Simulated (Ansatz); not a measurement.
```yaml
atoms:
  - { symbol: Cl, position_ang: [-1.2141, 4.3276, -0.0426] }
  - { symbol: Cl, position_ang: [1.9824, 3.2955, 0.4610] }
  - { symbol: F, position_ang: [0.1119, 2.1001, -1.5743] }
  - { symbol: N, position_ang: [-0.7445, 0.3186, 0.1841] }
  - { symbol: O, position_ang: [-0.4522, 1.5156, 0.8177] }
  - { symbol: Si, position_ang: [0.1276, 2.8489, -0.1348] }
  - { symbol: H, position_ang: [-1.7403, 0.0846, 0.3437] }
  - { symbol: H, position_ang: [-0.1616, -0.4325, 0.5938] }
  - { symbol: H, position_ang: [-0.5637, 0.3754, -0.8405] }
```

Geometry: B3LYP-D3(BJ)/def2-SVP.

These are results of isolated molecule in a Gaussian basis; Kohn-Sham density functional theory, functional PBE0 in Ansatz, not measurements.

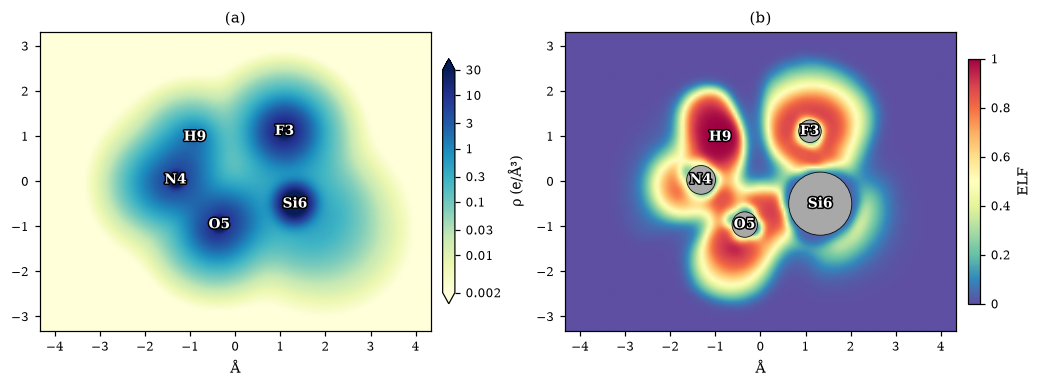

Cl2FH3NOSi (SMILES [NH3+]O[Si](F)(Cl)Cl) (charge +1). (a) electron density; (b) electron localisation function on the plane of atoms F3, Si6 and O5. Grey discs cover the atomic cores in the ELF map.

> Describe what can be read from this map.

Atoms in the plane: F, N, O, Si and H.
N–O (1.39 Å): ρ at the midpoint is about 2.3 e/Å³; the ELF peaks at about 0.85 between the atoms, as expected for localised, covalent bonding.
Si–F (1.62 Å): ρ at the midpoint is about 1 e/Å³; the ELF peaks at about 0.85 in the valence shell of F, 0.6 Å from its nucleus, and is about 0.45 at the midpoint.
Si–O (1.74 Å): the density is about 0.93 e/Å³ at the midpoint; the ELF peaks at about 0.90 between the atoms, as expected for a polar covalent bond.
N–H (1.04 Å): the density is about 3 e/Å³ at the midpoint; the ELF climbs to about 1 towards the hydrogen, as it does in any bond to H: an ordinary covalent bond to hydrogen.
The ELF also peaks beside O5 and F3, away from the bonds: lone-pair regions.
